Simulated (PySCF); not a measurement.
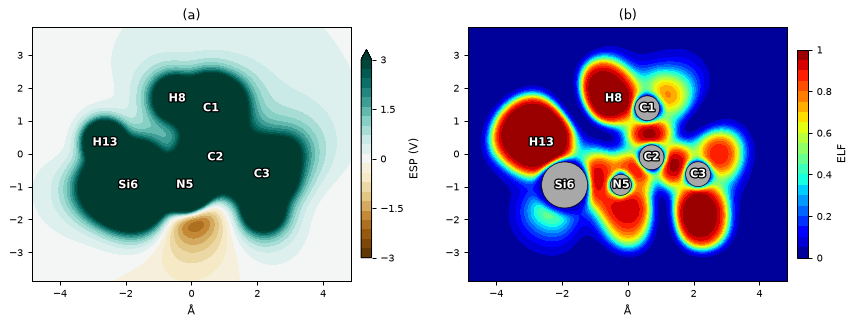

Figure. C₃H₉NSSi (SMILES C/C(CS)=N\[SiH3]). (a) molecular electrostatic potential; (b) ELF on the plane of atoms C1, C2 and N5. Grey discs cover the atomic cores in the ELF map.

Geometry: GFN2-xTB.

These are results of PySCF 2.14.0, CAM-B3LYP/def2-SVPD, SCF density, gas phase, not measurements.

| atom | x (Å) | y (Å) | z (Å) |
| --- | --- | --- | --- |
| C | -0.0678 | -0.6079 | 1.4495 |
| C | -0.2566 | -0.3279 | -0.0102 |
| C | -1.6214 | -0.6566 | -0.5492 |
| S | -2.8025 | 0.6507 | -0.0424 |
| N | 0.5834 | 0.1682 | -0.7962 |
| Si | 2.1948 | 0.7463 | -0.7426 |
| H | -0.9117 | -0.2142 | 2.0138 |
| H | 0.8560 | -0.1658 | 1.8100 |
| H | -0.0315 | -1.6860 | 1.6052 |
| H | -1.6164 | -0.7091 | -1.6369 |
| H | -2.0180 | -1.5765 | -0.1216 |
| H | -2.1624 | 1.6485 | -0.6465 |
| H | 2.9153 | 0.7110 | 0.5385 |
| H | 2.8807 | -0.1050 | -1.7103 |
| H | 2.0536 | 2.1323 | -1.1831 |

Question: Read the bonding off the picture.

Answer:
- Atoms in the plane: C, N, Si and H.
- C–N (1.25 Å): the ELF peaks at about 0.90 between the atoms: a multiple bond.
- C–C (1.50 Å): the ELF peaks at about 0.95 between the atoms (a covalent bond).
- Si–N (1.71 Å): the ELF peaks at about 0.90 between the atoms: a shared but strongly polarised pair.
- C–H (1.09 Å): the ELF climbs to about 1 towards the hydrogen, as it does in any bond to H (a covalent bond by its length).
- Si–H (1.47 Å): the ELF climbs to about 1 towards the hydrogen.
- The ELF also peaks beside N5, away from the bonds: lone-pair regions.
- Outside the dense part of the molecule the potential is most negative (−2.0 V) near N5.
